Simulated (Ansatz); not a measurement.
# Te on Rh(100), ontop start, 2x2 cell: work function, bands and core levels

What would XPS and UPS show for Te on Rh(100), ontop start, 2x2 cell? Spin–orbit coupling is left out of the bands throughout.

Calculated with Ansatz 0.2.0; DFT, PBE, plane-wave PAW, scalar-relativistic; PAW set soft_1.

### 1. The structure

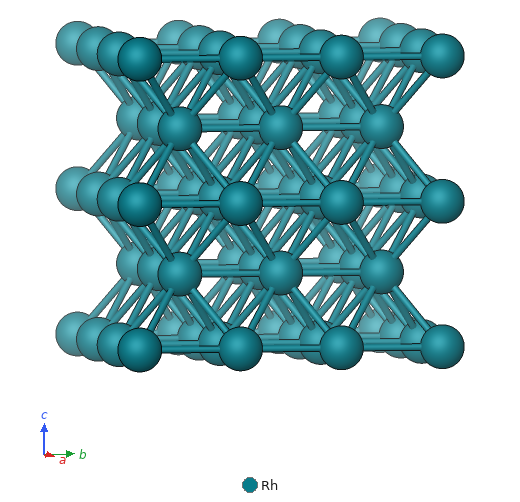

Start, viewed from the side, with the c axis up; rhodium blue. 3×3×1 cells are drawn. Some periodic images of atoms are drawn too.

The cell holds 5 atoms: 5 Rh. Cell: a = 2.708 Å, b = 2.708 Å, c = 22.660 Å, α = 90.0°, β = 90.0°, γ = 90.0°. It derives from Rh. Vacuum lies along c.

### 2. The clean face

The clean face is the reference for what the added atoms change.

File input.yaml:

```yaml
crystal:
  lattice:
    - [2.7082189719, 0.0, 0.0]
    - [0.0, 2.7082189719, 0.0]
    - [0.0, 0.0, 22.66]
  atoms:
    - { symbol: Rh, position: [0.0, 0.0, 0.6690203] }
    - { symbol: Rh, position: [0.5, 0.5, 0.58451015] }
    - { symbol: Rh, position: [0.0, 0.0, 0.5] }
    - { symbol: Rh, position: [0.5, 0.5, 0.41548985] }
    - { symbol: Rh, position: [0.0, 0.0, 0.3309797] }
kpoints:
  mp_grid: { grid: [14, 14, 1] }
scf:
  occupations: { method: fermi_dirac, width: 0.05 }
  n_extra_bands: 12
hamiltonian:
  xc: pbe
  pseudopotentials: { kind: paw, azcp: { folder: soft_1 } }
output:
  forces: true
  write_potential: true
  volumetric_format: []
  dos:
    projected: true
    de: 0.05
    e_range: [-30, 12]
    method: { smearing: { sigma: 0.1, scheme: gaussian } }
efield:
  axis: 3
  dipole_correction: true
relax:
  f_tol: 0.03
  max_steps: 50
  constraints: [{ sites: [2, 3, 4] }]
```

On the command line:

```bash
> ansatz run input.yaml --threads 8 --pin off --max-ram 23552MiB --backend cpu --events-out ev --progress --plain --runs-dir out
```

Numbers of over 12 decimals in the logs are rounded to 6 here.

What it wrote:

```text
scf.n_extra_bands = 12 over 43 filled bands (N_el = 85.0): the run solves 55 bands
Engine: ansatz 0.2.0, aarch64-unknown-linux-gnu
Pseudopotentials: kind: paw
Pseudopotential: Rh, paw, valence charge 17, recommended cutoff 420 eV (normal), soft_1/Rh.paw.azcp
Functional definition: PBE
  parameter kappa = 0.804
  parameter beta = 0.066725
  exchange = pbe_x(kappa = kappa, mu = beta*pi^2/3)
  correlation = pbe_c(beta = beta)
Crystal: 5 atoms, lattice volume = 166.199 Å³
Basis set: ecut = 420 eV, 3287 PW (Γ), exchange–correlation on 40×40×320 points (8 copies of the dense FFT grid, shifted against one another)
Bands: 55, of which v1, the nominal top of the filled ones, is band 43 counted from 1 (42 counted from 0)
Symmetry: 8 space group operations
k-points: 36 of 196
Non-local potential: Rh, projectors of the file, l = 0: 3, l = 1: 2, l = 2: 2, l = 3: 1
PAW form: soft (Blöchl's): semilocal exchange-correlation on the pseudo side does not see the compensation charge
PAW one-centre angular grid: Rh, 590 points (default); XC on 64 Gauss nodes
Initial density: superposition of atomic densities (neutral atoms: chi_scale 0, normalization atom)
Initial wavefunctions: pseudopotential atomic-orbital guess
Functional: x = pbe(κ = 0.804, μ = 0.219515), c = pbe(β = 0.066725)
SCF iter   1: F=—  HF=-32014.658746 eV  |F-HF|=—  |Δ(HF+E_count)|=         —  Δρ=6.47e-2  dr2=7.75e0  ethr=3.10e-3  p=-0.000 e·Å  D=-7.23e-14 V/Å  ΔV_dip=0.00 eV  dr2_dipole=2.41e-8  V_vac-E_F(+/−)=5.78/5.78 eV  ⟨swp⟩=8.5  Hψ=8814  notcnv=0  defer=31
efield: sawtooth ramp at fractional position 0.9500 (placed from the atoms, in the widest stretch of the axis that holds none; the zero of the levels goes with the place), width 0.1000; the density the first Hamiltonian is built on has a dipole p = -0.000 e·Å; the dipole correction subtracts the counter field D = -7.23e-14 V/Å, which shifts the + side's vacuum level by +0.00 eV against the − side's; the planar-averaged density in the ramp window peaks in size at 6.7e-6 e/Å³
preconditioner: auto → LDOS  [metal: Δε(μ)=0.012 eV  Ē_g=7.346 eV  σ=0.050 eV  W_gap=0.06  n_scr=36 (ndim 8)  ℏωp=19.3 eV  f_vac=0.513  D(μ)=8.44/eV (n_scr^D=80)  β→1.0]
SCF iter   2: F=—  HF=-32015.543673 eV  |F-HF|=—  |Δ(HF+E_count)|=   8.85e-1  Δρ=7.73e-2  dr2=1.04e1  ethr=3.10e-3  p=-0.000 e·Å  D=-3.24e-5 V/Å  ΔV_dip=0.00 eV  dr2_dipole=9.58e-7  V_vac-E_F(+/−)=5.06/5.06 eV  ⟨swp⟩=3.1  Hψ=5316  notcnv=0  defer=90
SCF iter   3: F=—  HF=-32012.498205 eV  |F-HF|=—  |Δ(HF+E_count)|=    3.05e0  Δρ=1.06e-2  dr2=1.36e-1  ethr=3.10e-3  p=-0.000 e·Å  D=-5.42e-6 V/Å  ΔV_dip=0.00 eV  dr2_dipole=8.93e-8  V_vac-E_F(+/−)=5.28/5.28 eV  ⟨swp⟩=2.3  Hψ=4095  notcnv=0  defer=100
SCF iter   4: F=—  HF=-32012.453349 eV  |F-HF|=—  |Δ(HF+E_count)|=   4.49e-2  Δρ=1.93e-3  dr2=1.16e-2  ethr=1.61e-4  p=0.000 e·Å  D=1.69e-5 V/Å  ΔV_dip=-0.00 eV  dr2_dipole=3.02e-8  V_vac-E_F(+/−)=5.16/5.16 eV  ⟨swp⟩=3.5  Hψ=4800  notcnv=0  defer=100
SCF iter   5: F=—  HF=-32012.452553 eV  |F-HF|=—  |Δ(HF+E_count)|=   7.96e-4  Δρ=8.39e-4  dr2=1.71e-3  ethr=1.36e-5  p=0.000 e·Å  D=8.95e-6 V/Å  ΔV_dip=-0.00 eV  dr2_dipole=1.40e-10  V_vac-E_F(+/−)=5.14/5.14 eV  ⟨swp⟩=2.0  Hψ=2949  notcnv=0  defer=100
SCF iter   6: F=—  HF=-32012.452522 eV  |F-HF|=—  |Δ(HF+E_count)|=   3.08e-5  Δρ=2.46e-4  dr2=3.56e-4  ethr=2.01e-6  p=0.000 e·Å  D=3.22e-6 V/Å  ΔV_dip=-0.00 eV  dr2_dipole=2.11e-10  V_vac-E_F(+/−)=5.11/5.11 eV  ⟨swp⟩=2.9  Hψ=3961  notcnv=0  defer=100
SCF iter   7: F=—  HF=-32012.452534 eV  |F-HF|=—  |Δ(HF+E_count)|=   1.24e-5  Δρ=1.32e-4  dr2=2.61e-5  ethr=4.19e-7  p=0.000 e·Å  D=4.42e-7 V/Å  ΔV_dip=-0.00 eV  dr2_dipole=7.48e-11  V_vac-E_F(+/−)=5.09/5.09 eV  ⟨swp⟩=2.0  Hψ=2795  notcnv=0  defer=100
SCF iter   8: F=-32012.452533 eV  HF=-32012.452533 eV  |F-HF|=3.85e-7  |Δ(HF+E_count)|=   1.28e-6  Δρ=3.39e-5  dr2=2.53e-6  ethr=2.65e-8  p=-0.000 e·Å  D=-2.11e-8 V/Å  ΔV_dip=0.00 eV  dr2_dipole=5.24e-11  V_vac-E_F(+/−)=5.09/5.09 eV  ⟨swp⟩=18.1  Hψ=17670  notcnv=0
SCF 1 converged in 8 iterations: F = -32012.452533 eV  dr2 = 2.53e-6
  greatest PAW one-centre occupation: 1.000 electrons in one spin orbital (limit 2), on the Rh atom at site 2 (counted from 0), in its partial waves of l = 0
relax step   1: F+E_penalty+E_count = -32012.45253267 eV  Δ(F+E_penalty+E_count) = +0.000e0 eV  max|allowed force component| = 6.106e-1 eV/Å  Δτ_max = 0.0000 Å  (8 SCF iters, dr2 threshold 2.25e-5 eV, accepted)
Initial density: handed on by an earlier stage of this run
Initial wavefunctions: those handed on with the density
iter 1 solved again at ethr=1.67e-3 eV; its pass at ethr=3.10e-3 eV (dr2=1.42e0 eV) is discarded
SCF iter   1: F=—  HF=-32012.491549 eV  |F-HF|=—  |Δ(HF+E_count)|=         —  Δρ=1.01e-2  dr2=1.20e0  ethr=1.67e-3  p=0.000 e·Å  D=3.97e-5 V/Å  ΔV_dip=-0.00 eV  dr2_dipole=4.68e-1  V_vac-E_F(+/−)=5.06/5.06 eV  ⟨swp⟩=1.0  Hψ=6887  notcnv=0  defer=87
efield: sawtooth ramp at fractional position 0.9500 (handed on by an earlier solve), width 0.1000; the density the first Hamiltonian is built on has a dipole p = 0.000 e·Å; the dipole correction subtracts the counter field D = 3.97e-5 V/Å, which shifts the + side's vacuum level by -0.00 eV against the − side's; the planar-averaged density in the ramp window peaks in size at 6.5e-5 e/Å³
preconditioner: auto → LDOS  [metal: Δε(μ)=0.015 eV  Ē_g=7.179 eV  σ=0.050 eV  W_gap=0.08  n_scr=36 (ndim 8)  ℏωp=19.3 eV  f_vac=0.523  D(μ)=8.85/eV (n_scr^D=82)  β→1.0]
SCF iter   2: F=—  HF=-32012.478859 eV  |F-HF|=—  |Δ(HF+E_count)|=   1.27e-2  Δρ=3.65e-3  dr2=2.71e-2  ethr=1.41e-3  p=-0.002 e·Å  D=-2.43e-3 V/Å  ΔV_dip=0.06 eV  dr2_dipole=2.54e-3  V_vac-E_F(+/−)=5.15/5.09 eV  ⟨swp⟩=2.0  Hψ=2099  notcnv=0  defer=87
SCF iter   3: F=—  HF=-32012.475040 eV  |F-HF|=—  |Δ(HF+E_count)|=   3.82e-3  Δρ=2.62e-3  dr2=1.43e-2  ethr=3.19e-5  p=0.001 e·Å  D=1.39e-3 V/Å  ΔV_dip=-0.03 eV  dr2_dipole=2.06e-3  V_vac-E_F(+/−)=5.05/5.08 eV  ⟨swp⟩=3.0  Hψ=4491  notcnv=0  defer=90
SCF iter   4: F=—  HF=-32012.471981 eV  |F-HF|=—  |Δ(HF+E_count)|=   3.06e-3  Δρ=4.35e-4  dr2=7.56e-4  ethr=1.68e-5  p=-0.001 e·Å  D=-6.48e-4 V/Å  ΔV_dip=0.01 eV  dr2_dipole=2.03e-6  V_vac-E_F(+/−)=5.10/5.09 eV  ⟨swp⟩=2.1  Hψ=3319  notcnv=0  defer=94
SCF iter   5: F=—  HF=-32012.471960 eV  |F-HF|=—  |Δ(HF+E_count)|=   2.14e-5  Δρ=2.14e-4  dr2=1.94e-4  ethr=8.90e-7  p=-0.001 e·Å  D=-9.25e-4 V/Å  ΔV_dip=0.02 eV  dr2_dipole=2.10e-6  V_vac-E_F(+/−)=5.11/5.08 eV  ⟨swp⟩=2.4  Hψ=2950  notcnv=0  defer=94
SCF iter   6: F=-32012.471948 eV  HF=-32012.471962 eV  |F-HF|=1.45e-5  |Δ(HF+E_count)|=   2.85e-6  Δρ=7.10e-5  dr2=1.89e-5  ethr=2.74e-8  p=-0.001 e·Å  D=-1.05e-3 V/Å  ΔV_dip=0.02 eV  dr2_dipole=2.34e-7  V_vac-E_F(+/−)=5.11/5.08 eV  ⟨swp⟩=17.2  Hψ=18811  notcnv=0
SCF 2 converged in 6 iterations: F = -32012.471948 eV  dr2 = 1.89e-5
  greatest PAW one-centre occupation: 1.000 electrons in one spin orbital (limit 2), on the Rh atom at site 1 (counted from 0), in its partial waves of l = 0
relax step   2: F+E_penalty+E_count = -32012.47194787 eV  Δ(F+E_penalty+E_count) = -1.942e-2 eV  max|allowed force component| = 3.685e-1 eV/Å  Δτ_max = 0.1221 Å  (6 SCF iters, dr2 threshold 2.33e-5 eV, accepted)
SCF iter   1: F=—  HF=-32012.483100 eV  |F-HF|=—  |Δ(HF+E_count)|=         —  Δρ=4.17e-3  dr2=1.69e-1  ethr=2.98e-3  p=-0.001 e·Å  D=-1.08e-3 V/Å  ΔV_dip=0.02 eV  dr2_dipole=5.80e-2  V_vac-E_F(+/−)=5.12/5.09 eV  ⟨swp⟩=3.7  Hψ=3403  notcnv=0  defer=87
efield: sawtooth ramp at fractional position 0.9500 (handed on by an earlier solve), width 0.1000; the density the first Hamiltonian is built on has a dipole p = -0.001 e·Å; the dipole correction subtracts the counter field D = -1.08e-3 V/Å, which shifts the + side's vacuum level by +0.02 eV against the − side's; the planar-averaged density in the ramp window peaks in size at 5.5e-5 e/Å³
preconditioner: auto → LDOS  [metal: Δε(μ)=0.016 eV  Ē_g=7.141 eV  σ=0.050 eV  W_gap=0.08  n_scr=36 (ndim 8)  ℏωp=19.3 eV  f_vac=0.520  D(μ)=8.90/eV (n_scr^D=82)  β→1.0]
SCF iter   2: F=—  HF=-32012.481762 eV  |F-HF|=—  |Δ(HF+E_count)|=   1.34e-3  Δρ=1.42e-3  dr2=9.64e-3  ethr=1.99e-4  p=0.000 e·Å  D=4.90e-4 V/Å  ΔV_dip=-0.01 eV  dr2_dipole=3.39e-3  V_vac-E_F(+/−)=5.07/5.08 eV  ⟨swp⟩=2.4  Hψ=2660  notcnv=0  defer=94
SCF iter   3: F=—  HF=-32012.480759 eV  |F-HF|=—  |Δ(HF+E_count)|=   1.00e-3  Δρ=1.18e-3  dr2=2.90e-3  ethr=1.13e-5  p=-0.002 e·Å  D=-2.01e-3 V/Å  ΔV_dip=0.05 eV  dr2_dipole=3.67e-4  V_vac-E_F(+/−)=5.13/5.08 eV  ⟨swp⟩=3.0  Hψ=3907  notcnv=0  defer=94
SCF iter   4: F=—  HF=-32012.480239 eV  |F-HF|=—  |Δ(HF+E_count)|=   5.20e-4  Δρ=4.24e-4  dr2=4.25e-4  ethr=3.41e-6  p=-0.001 e·Å  D=-1.41e-3 V/Å  ΔV_dip=0.03 eV  dr2_dipole=1.04e-4  V_vac-E_F(+/−)=5.11/5.08 eV  ⟨swp⟩=2.0  Hψ=2817  notcnv=0  defer=94
SCF iter   5: F=—  HF=-32012.480184 eV  |F-HF|=—  |Δ(HF+E_count)|=   5.51e-5  Δρ=1.28e-4  dr2=5.07e-5  ethr=5.00e-7  p=-0.001 e·Å  D=-1.07e-3 V/Å  ΔV_dip=0.02 eV  dr2_dipole=5.25e-6  V_vac-E_F(+/−)=5.10/5.08 eV  ⟨swp⟩=2.0  Hψ=3065  notcnv=0  defer=94
SCF iter   6: F=-32012.480173 eV  HF=-32012.480178 eV  |F-HF|=5.24e-6  |Δ(HF+E_count)|=   6.08e-6  Δρ=4.44e-5  dr2=6.61e-6  ethr=9.99e-9  p=-0.001 e·Å  D=-1.03e-3 V/Å  ΔV_dip=0.02 eV  dr2_dipole=1.60e-7  V_vac-E_F(+/−)=5.10/5.08 eV  ⟨swp⟩=17.8  Hψ=17804  notcnv=0
SCF 3 converged in 6 iterations: F = -32012.480173 eV  dr2 = 6.61e-6
  Residual-converged pass: ⟨swp⟩=1.0  Hψ=2124  notcnv=0  max |occ|·‖R‖ = 7.0e-9 eV (tolerance 1.0e-8 eV)  dr2=6.61e-6  dr2_onsite=2.64e-7  max |Δocc| = 6.3e-11
relax step   3: F+E_penalty+E_count = -32012.48017266 eV  Δ(F+E_penalty+E_count) = -8.225e-3 eV  max|allowed force component| = 2.231e-2 eV/Å  Δτ_max = 0.0539 Å  (6 SCF iters, dr2 threshold 8.49e-6 eV, accepted)
iter 1 solved again at ethr=7.75e-9 eV; its pass at ethr=3.10e-3 eV (dr2=6.59e-6 eV) is discarded
SCF iter   1: F=—  HF=-32012.480176 eV  |F-HF|=—  |Δ(HF+E_count)|=         —  Δρ=4.43e-5  dr2=6.59e-6  ethr=7.75e-9  p=-0.001 e·Å  D=-1.03e-3 V/Å  ΔV_dip=0.02 eV  dr2_dipole=1.56e-7  V_vac-E_F(+/−)=5.10/5.08 eV  ⟨swp⟩=1.0  Hψ=4896  notcnv=0
efield: sawtooth ramp at fractional position 0.9500 (handed on by an earlier solve), width 0.1000; the density the first Hamiltonian is built on has a dipole p = -0.001 e·Å; the dipole correction subtracts the counter field D = -1.03e-3 V/Å, which shifts the + side's vacuum level by +0.02 eV against the − side's; the planar-averaged density in the ramp window peaks in size at 5.3e-5 e/Å³
preconditioner: auto → LDOS  [metal: Δε(μ)=0.009 eV  Ē_g=7.148 eV  σ=0.050 eV  W_gap=0.04  n_scr=36 (ndim 8)  ℏωp=19.3 eV  f_vac=0.520  D(μ)=8.95/eV (n_scr^D=82)  β→1.0]
SCF iter   2: F=—  HF=-32012.480179 eV  |F-HF|=—  |Δ(HF+E_count)|=   2.18e-6  Δρ=2.27e-5  dr2=2.24e-6  ethr=7.75e-9  p=-0.001 e·Å  D=-9.66e-4 V/Å  ΔV_dip=0.02 eV  dr2_dipole=2.04e-7  V_vac-E_F(+/−)=5.10/5.08 eV  ⟨swp⟩=2.0  Hψ=2729  notcnv=0
SCF iter   3: F=—  HF=-32012.480178 eV  |F-HF|=—  |Δ(HF+E_count)|=   1.65e-7  Δρ=1.20e-5  dr2=4.53e-7  ethr=2.64e-9  p=-0.001 e·Å  D=-9.96e-4 V/Å  ΔV_dip=0.02 eV  dr2_dipole=2.92e-10  V_vac-E_F(+/−)=5.10/5.08 eV  ⟨swp⟩=2.0  Hψ=2820  notcnv=0
SCF iter   4: F=-32012.480178 eV  HF=-32012.480178 eV  |F-HF|=2.43e-8  |Δ(HF+E_count)|=   6.65e-8  Δρ=3.75e-6  dr2=4.81e-8  ethr=1.18e-10  p=-0.001 e·Å  D=-9.91e-4 V/Å  ΔV_dip=0.02 eV  dr2_dipole=3.58e-10  V_vac-E_F(+/−)=5.10/5.08 eV  ⟨swp⟩=10.9  Hψ=15105  notcnv=0
SCF 4 converged in 4 iterations: F = -32012.480178 eV  dr2 = 4.81e-8
relax step   4: F+E_penalty+E_count = -32012.48017847 eV  Δ(F+E_penalty+E_count) = -5.812e-6 eV  max|allowed force component| = 2.255e-2 eV/Å  Δτ_max = 0.0000 Å  (4 SCF iters, accepted)
NSCF: frozen V_eff on 36 k-points
the band table was solved once a step of the walk had ended and its energy, with any forces and stress, was formed, with the checks that follow a solve (9689 applications of the Hamiltonian). They found nothing against the state; the energy, forces and stress were not computed again (output.eigenvalues in the input reference)
WARN: The output density's exchange-correlation potential varies sharply where the density is thin. Do not read a vacuum level from v_tot or v_xc, or from such a field of the output density. On a cell that repeats whose density bears no net charge and no dipole along the vacuum's axis use v_es (v_loc + v_h of the components); under efield.dipole_correction with no amplitude use v_es + v_field, which holds any externa [...]
SCF converged after 4 iterations
Free energy (F): -32012.480178 eV
Harris-Foulkes:  -32012.480178 eV  (|F-HF|=2.43e-8)
Internal energy: -32012.407748 eV  (E = F + TS)
E sigma→0 (E₀):  -32012.443963 eV
Entropy (-TS):   -0.072430 eV (-14.486 meV/atom)
Fermi energy:    6.292338 eV
Dipole field:    D = -0.000963 V/Å  (p = -0.000884 e·Å, saw-weighted, corrected)
Work function:   Φ+ = 5.1024 eV   Φ− = 5.0806 eV
Levels:          The Fermi level and band energies are counted from a zero that moves with the ramp; work functions are not
--- Per-component energies (eV) ---
  E_band       = -1766.640610
  E_kinetic    = 2679.207883
  E_local      = -122770.122440  (includes V_loc(G=0)·N_el)
  E_nonlocal   = 1494.747271
  E_hartree    = 59767.082806
  E_xc         = -1004.175591
  E_vxc        = -1259.510423  (∫ρ·V_xc dr)
  E_paw        = -18017.215852  (= ΣΔE_a)
  E_vpaw       = -1445.154032  (= ΣTr[D̂ρ^β])
  E_aug_tail   = 0.000502  (compensation charges beyond the density's cutoff)
  E_efield     = 0.000000  (sawtooth field / dipole correction)
  E_vefield    = -0.000774  (∫n·V_field dr)
  E_ewald      = 45838.067674
  E_smearing   = -0.072430  (= −TS)
  E_closure    = 0.000000  (closes the sum)
  Σ components = -32012.480178   (vs F -32012.480178, Δ=0.00e0)
--- Forces (eV/Å), atoms counted from 1 ---
  atom   1  Rh    -0.00000000     0.00000000     0.00967799
  atom   2  Rh     0.00000000     0.00000000    -0.02255157
  atom   3  Rh    -0.00000000     0.00000000    -0.01371949
  atom   4  Rh    -0.00000000     0.00000000    -0.58224058
  atom   5  Rh    -0.00000000     0.00000000     0.60890465
  max |Σ_I F_I| component: 7.10e-5 eV/Å
--- Band table (eV; the first three rows and the last of 36) ---
  k-point 0: bands = [... 39 lower, 5.4284, 5.7574, 5.8262, 6.3079, 6.4251, 6.4251, 6.7710, 6.8814, ... 8 higher]
  k-point 1: bands = [... 39 lower, 5.3866, 5.8432, 6.0430, 6.0647, 6.1973, 6.6113, 6.6594, 6.6915, ... 8 higher]
  k-point 2: bands = [... 39 lower, 5.2806, 5.7064, 5.7242, 5.7778, 5.8979, 6.5073, 6.5130, 6.8610, ... 8 higher]
  k-point 35: bands = [... 39 lower, 6.6792, 7.1626, 7.2394, 7.2580, 7.6684, 7.7648, 10.5202, 10.5202, ... 8 higher]
--- Relaxed structure (4 steps of the walk, 4 accepted, 0 SCFs on fresh bases) ---
  F+E_penalty+E_count = -32012.48017847 eV   max|allowed force component| = 2.255e-2 eV/Å
  atoms:
    - { symbol: Rh, position: [0, 0.0, 0.666010] }
    - { symbol: Rh, position: [0.5, 0.5, 0.585431] }
    - { symbol: Rh, position: [0.0, 0.0, 0.500000] }
    - { symbol: Rh, position: [0.5, 0.5, 0.415490] }
    - { symbol: Rh, position: [0.0, 0.0, 0.3309797] }
```

It took 14 s on 8 threads of Arm Neoverse V2, shared host; peak memory 0.87 GiB; 1.8 min of CPU time.

Step by step:

| step | energy less that of the first step (eV) | largest force component (eV/Å) |
| --- | --- | --- |
| 1 | 0.0000 | 0.6106 |
| 2 | -0.0194 | 0.3685 |
| 3 | -0.0276 | 0.0223 |
| 4 | -0.0276 | 0.0226 |

The run keeps the 8 symmetry operations that it works with, so distortions that break them were not tested.

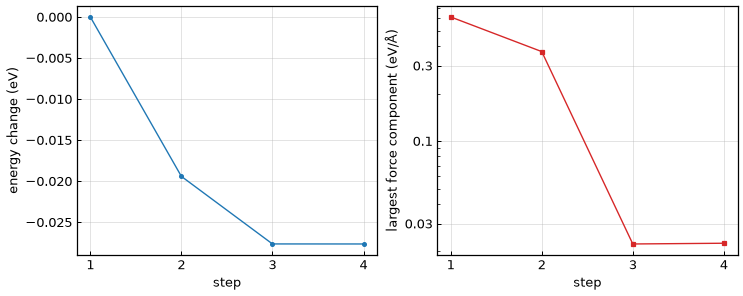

Energy and largest force along the relaxation.

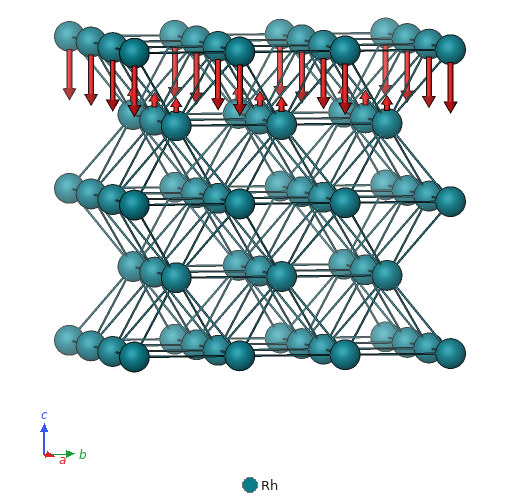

Displacements in the relaxation, exaggerated; the longest in the cell stands for 0.07 Å. 3×3×1 cells are drawn. Some periodic images of atoms are drawn too.

The atoms that moved most (Å):

| atom | dx | dy | dz | length |
| --- | --- | --- | --- | --- |
| Rh1 | 0.000 | 0.000 | -0.068 | 0.068 |
| Rh2 | 0.000 | 0.000 | 0.021 | 0.021 |

Final coordinates:

```xyz
5
Lattice="2.7082 0.0000 0.0000 0.0000 2.7082 0.0000 0.0000 0.0000 22.6600" Properties=species:S:1:pos:R:3
Rh    0.0000    0.0000   15.0918
Rh    1.3541    1.3541   13.2659
Rh    0.0000    0.0000   11.3300
Rh    1.3541    1.3541    9.4150
Rh    0.0000    0.0000    7.5000
```

This step gave:

```yaml
free_energy: -32012.4802 eV
energy_at_zero_smearing: -32012.4440 eV
smearing_term_ts: 0.07243 eV
fermi_energy: 6.292 eV
symmetry_operations: 8
zero_of_energy: Fermi level
share_of_occupied_states_in_no_projected_shell: 0.0111 of the occupied states in the window
dos_at_the_fermi_level: 8.877 states/eV/cell
work_function_upper_face: 5.103 eV
work_function_lower_face: 5.08 eV
```

The DOS has structure finer than the step of the table below, so its rows give means over 1 eV, whole bins alone (the curve runs from -9.07 to 7.72 eV). Peaks (eV: height): total -4.6: 10.3, -2.6: 12.0, -1.0: 10.0, 0.4: 10.1; Rh 4d -2.6: 11.3, -1.9: 9.20, -1.0: 9.47, 0.4: 9.68; Rh 5s -5.5: 1.51, -5.1: 1.36, -4.7: 1.40, 3.8: 1.05; Rh 5p* 5.7: 2.05, 6.3: 1.83, 7.1: 2.46, 7.6: 1.98.

* holds the states left over by the projection beside any projected weight of its own. DOS against E, zero at the Fermi level; means over each step; values in states/eV/cell:

| E (eV) | total | Rh 4d | Rh 5s | Rh 5p* |
| --- | --- | --- | --- | --- |
| -8 | 7.0e-4 | 0 | 6.9e-4 | 5.1e-6 |
| -7 | 0.222 | 0.00383 | 0.215 | 0.00313 |
| -6 | 1.63 | 0.944 | 0.671 | 0.0199 |
| -5 | 7.41 | 6.24 | 1.09 | 0.0771 |
| -4 | 6.56 | 6.02 | 0.429 | 0.107 |
| -3 | 8.36 | 7.86 | 0.365 | 0.133 |
| -2 | 8.19 | 7.65 | 0.386 | 0.154 |
| -1 | 8.40 | 7.92 | 0.363 | 0.120 |
| 0 | 8.93 | 8.41 | 0.410 | 0.105 |
| 1 | 3.85 | 3.21 | 0.535 | 0.110 |
| 2 | 1.32 | 0.474 | 0.646 | 0.203 |
| 3 | 1.54 | 0.333 | 0.686 | 0.516 |
| 4 | 1.45 | 0.199 | 0.562 | 0.686 |
| 5 | 1.43 | 0.108 | 0.354 | 0.969 |
| 6 | 2.29 | 0.113 | 0.587 | 1.59 |
| 7 | 2.14 | 0.0652 | 0.414 | 1.66 |

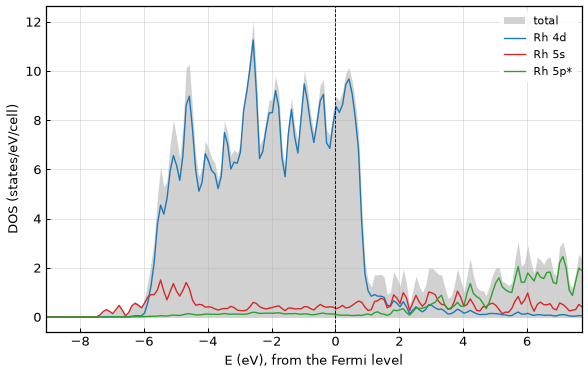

DOS against E.

(Continued in part 2 of 5.)

[Logs are printed without paths, hosts, clocks, repeated set-up lines and the standing remarks that a program may print on its own settings, such as how far it seeks lower states.]

[Hosts, paths, dates, database ids (printed as entryN), source tags and the programs' standing remarks are cut or masked in the printed files.]

[Maps of the electrostatic potential energy from Ansatz leave out the sawtooth potential of an applied field or a dipole correction, so their vacuum need not be flat; work functions include it.]
